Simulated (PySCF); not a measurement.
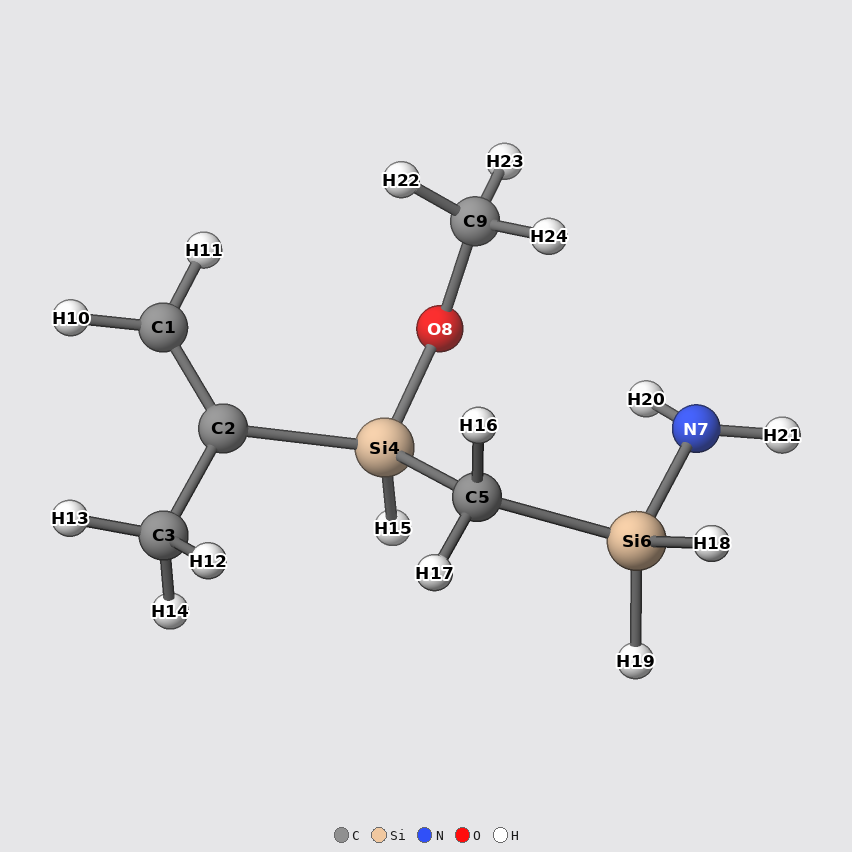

The geometry was computed by an optimisation with GFN2-xTB. No frequency run is at hand to confirm it as a minimum. Electric field gradients from the ground-state density, PBE0/pcSseg-1 (PySCF 2.14.0), non-relativistic apart from any core potentials.

Give the largest field-gradient component, the quadrupole coupling constant and the asymmetry for 14N at N7 (Q = 20.44 mb), 17O at O8 (Q = −25.6 mb).

```csv
atom,V_zz (a.u.),e²qQ/h (MHz),η
N7,−0.886,−4.25,0.33
O8,1.699,−10.22,0.35
```

The geometry is semi-empirical. Around Si such bond lengths and angles can be off by a tenth of an ångström or more and by several degrees, and values that hang on the shape move with them.
